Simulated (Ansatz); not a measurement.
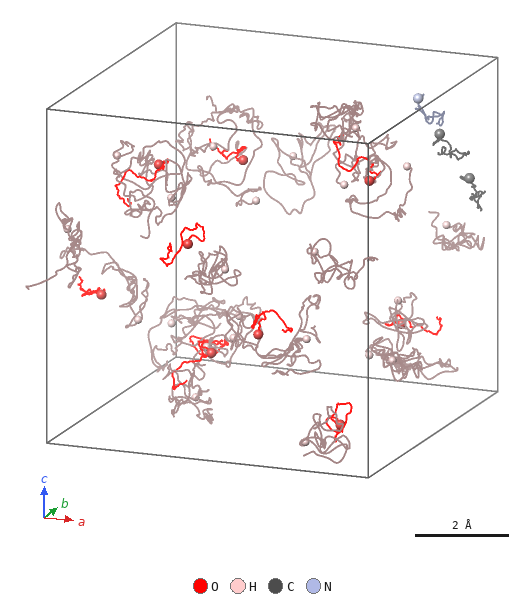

First-principles dynamics of a periodic cell with 10 H2O + 1 CH3CN at 0.863 g/cm³, 300 fs long. It starts from the last geometry of an earlier run, with fresh velocities. Lines trace each atom's path, in the colour of its element; spheres stand at the starting positions. Seen slightly off an axis in the simulation cell.

Level of theory: DFT LDA, scalar-relativistic, plane waves, PAW (Ansatz). Settings: plane-wave cutoff 420 eV; k-point mesh 1 × 1 × 1; Fermi-Dirac smearing 0.05 eV; Langevin thermostat (NVT); set temperature 1000 K; time step 0.75 fs; friction 0.05 per fs.

> What do the traces tell about the motion?

In the second half of the run the atoms are, in the root-mean-square, this far from where they began (common drift taken out): H 1.18 Å, O 0.76 Å, N 0.59 Å, C 0.58 Å. The heavy atoms stay within a fraction of a molecule's size of their starting places; so short a run doesn't tell a liquid from a solid. Bond changes: one H–O bond forms at about 46 fs; one H–O bond breaks at about 57 fs. The mean temperature in the second half is 1080 K (standard deviation 147 K). The potential energy is still drifting at the end, so the run hasn't reached equilibrium. The potential energy in the second half lies on average 28.3 meV per atom above the first frame.

Limits of the set-up: the periodic images lie only 7.5 Å apart, so the values are limited by the cell's size.
